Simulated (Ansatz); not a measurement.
## Electronic structure of AlClH₄OSi (SMILES [OH][Al]([SiH3])[Cl]) in real space

```tsv
atom	x (Å)	y (Å)	z (Å)
O	0.3118	1.8468	-1.1564
Al	-0.1798	0.2511	-0.9137
Si	0.1388	-0.7600	1.2758
Cl	-1.0435	-0.7982	-2.5197
H	0.2282	2.3164	-1.9855
H	-0.5448	0.0460	2.3242
H	-0.4074	-2.1430	1.3103
H	1.5888	-0.8162	1.6090
```

Geometry: PBE0-D4/def2-TZVP.

These are results of Ansatz 0.2.0, RKS PBE0-D4/def2-TZVPP, not measurements.

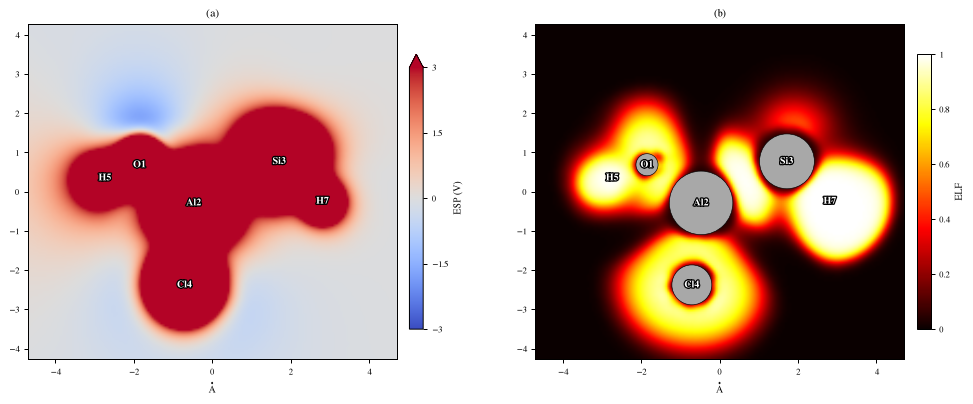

Figure 1. (a) molecular electrostatic potential; (b) electron localisation function on the plane of atoms O1, Al2 and Cl4. Grey discs cover the atomic cores in the ELF map.

> Describe what can be read from this map.

Atoms in the plane: O, Al, Si, Cl and H. Al–O (1.69 Å): the ELF peaks at about 0.85 in the valence shell of O, 0.6 Å from its nucleus, and is about 0.45 at the midpoint. Al–Cl (2.10 Å): the ELF peaks at about 0.85 in the valence shell of Cl, 0.9 Å from its nucleus, and is about 0.80 at the midpoint. Al–Si (2.43 Å): the ELF peaks at about 1 between the atoms (localised, covalent bonding). O–H (0.96 Å): the ELF climbs to about 1 towards the hydrogen, as it does in any bond to H (a covalent bond by its length). Si–H (1.49 Å): the ELF climbs to about 1 towards the hydrogen. The ELF also peaks beside Cl4 and O1, away from the bonds: lone-pair regions. Outside the dense part of the molecule the potential is most negative (−1.7 V) near O1.

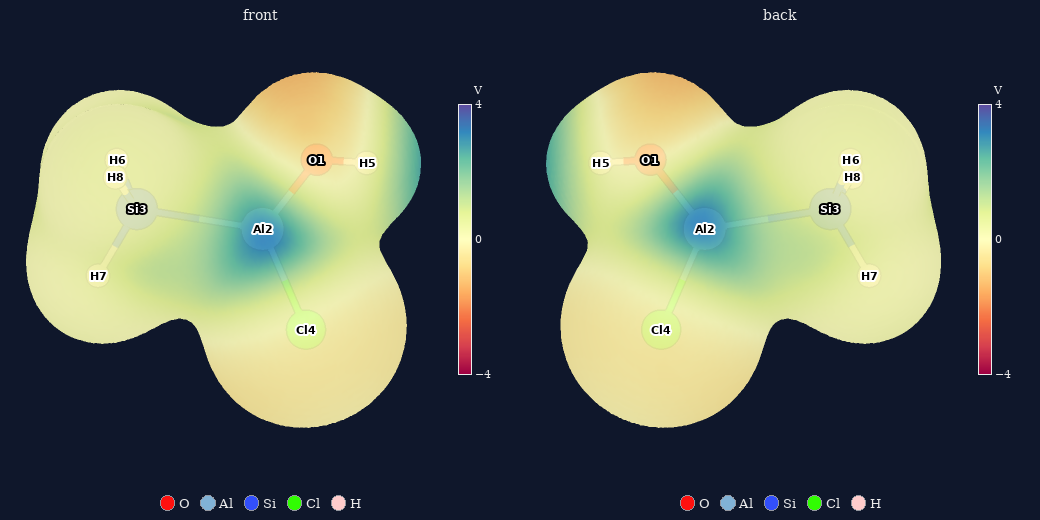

Figure 2. The molecular electrostatic potential painted on the density surface at 0.002 e/bohr³, seen from the front and from behind; the colour scale runs from red (negative) to blue (positive).

> Which sites attract a positive test charge, and which a negative one?

A positive charge is drawn to the negative regions and a negative charge to the positive ones. The most negative region (about −1.2 V, or −28 kcal/mol for a unit charge) lies over O1, the most positive (about +3.1 V, or +71 kcal/mol for a unit charge) over Al2. O1 is the likeliest acceptor of a hydrogen bond.

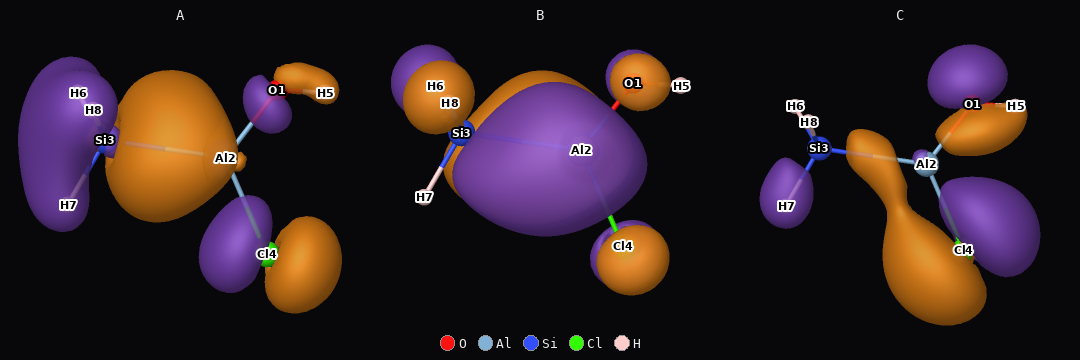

Figure 3. Three frontier orbitals at ±0.08 Å⁻³ᐟ² (orange and purple are the two phases), in no order.

> Which picture is the HOMO−1, the HOMO and the LUMO?

C is the HOMO−1 (−9.25 eV). Its weight (Hirshfeld) is mainly on Cl4 (about 65 %) and O1 (about 20 %); largely a lone pair of Cl4. A is the HOMO (−8.22 eV). Its weight (Hirshfeld) is mainly on Si3 (about 40 %), Al2 (about 25 %) and Cl4 (about 15 %). B is the LUMO (−1.32 eV). By Hirshfeld shares it lies mainly on Al2 (about 55 %), Si3 (about 25 %) and Cl4 (about 10 %).

> What is the HOMO–LUMO gap?

6.90 eV between the orbital energies.
